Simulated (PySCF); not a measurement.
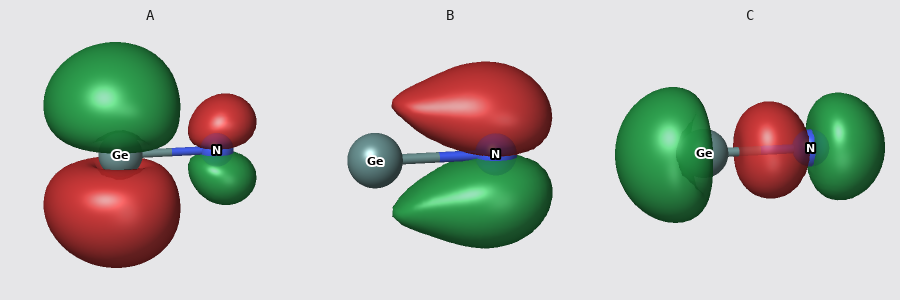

The picture shows: GeN (charge +1, triplet). Three frontier α-spin orbitals, each drawn at the value that holds 80 % of its norm (green and red are the two phases), in no order; of a degenerate pair one member is drawn.

These are results of PBE0/def2-TZVPPD, non-relativistic Hamiltonian with scalar-relativistic core potentials where named, at a bond length of 1.909 Å in PySCF, not measurements.

> Label each orbital by symmetry, say whether it is occupied, and order them by energy.

Orbital B: π, occupied in this spin, −16.74 eV; mainly on N (85 %).
Orbital C: σ, occupied in this spin, −15.31 eV; shared between the atoms (Ge 45 %, N 55 %).
Orbital A: π, empty in this spin, −9.78 eV; mainly on Ge (85 %).
